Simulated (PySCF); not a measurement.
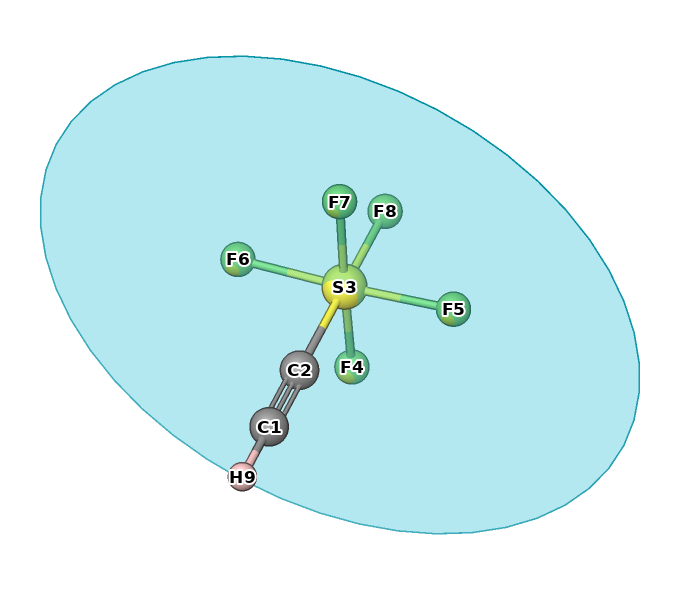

A disc through the centre of mass is drawn in. Distant atoms are faded towards the background colour. Computed geometry: GFN2-xTB optimisation. No frequency run is at hand to confirm it as a minimum.

> Is the plane of the disc a mirror plane of the structure?

No. The point group is C4v, with 1 C4 axis and 4 mirror planes, and this plane isn't one of its mirror planes.
